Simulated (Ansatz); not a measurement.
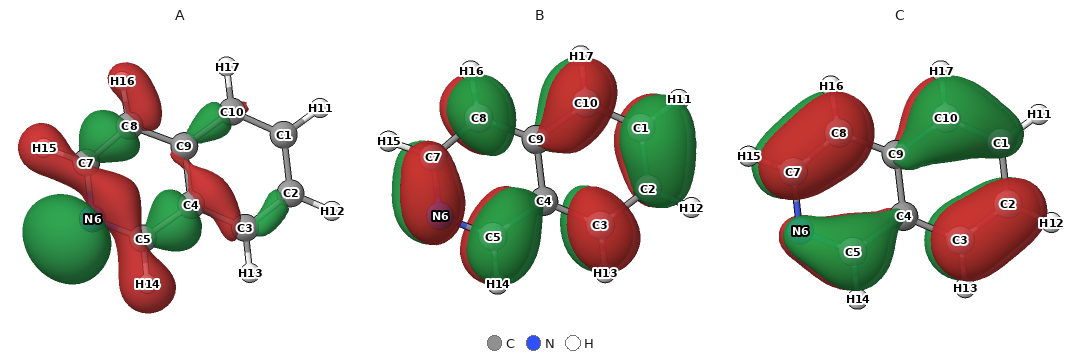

C₉H₇N (SMILES c1ccc2cnccc2c1). Three frontier orbitals at ±0.08 Å⁻³ᐟ² (green and red are the two phases), in no order.

Geometry: PBE0-D4/def2-TZVP.

Theory: Ansatz, RKS PBE0-D4/def2-TZVPP.

```xyz
17

C     1.1893   -1.7099    1.0065
C     1.9302   -1.3326   -0.1315
C     1.4785   -0.3306   -0.9449
C     0.2692    0.3305   -0.6500
C    -0.2455    1.3726   -1.4549
N    -1.3606    2.0077   -1.2143
C    -2.0654    1.6394   -0.1204
C    -1.6780    0.6489    0.7378
C    -0.4769   -0.0471    0.4930
C     0.0127   -1.0843    1.3149
H     1.5601   -2.5062    1.6420
H     2.8599   -1.8417   -0.3572
H     2.0412   -0.0324   -1.8233
H     0.3141    1.6767   -2.3385
H    -2.9869    2.1874    0.0499
H    -2.2861    0.3980    1.5998
H    -0.5558   -1.3765    2.1912
```

### Order the three orbitals by energy and name them.

A is the HOMO−1 (−7.40 eV). Its weight (Hirshfeld) is mainly on N6 (about 60 %), C5 (about 10 %) and C7 (about 10 %); it is symmetric in the molecular plane (an in-plane orbital: σ, lone-pair or in-plane π type). C is the HOMO (−6.73 eV). By Hirshfeld shares it lies mainly on C8 (about 15 %), C10 (about 15 %), C7 (about 15 %), C3 (about 15 %), C2 (about 10 %) and C5 (about 10 %); it changes sign across the molecular plane (π type); π-bonding across C2–C3 and C7–C8. B is the LUMO (−1.55 eV). It lies mainly on C5 (about 15 %), C3 (about 15 %), C10 (about 10 %), C1 (about 10 %), C8 (about 10 %) and N6 (about 10 %); it changes sign across the molecular plane (π type); π-bonding across C1–C2; π-antibonding (a node) across C1–C10, C2–C3 and C5–N6.

### What is the HOMO–LUMO gap?

5.18 eV between the orbital energies.
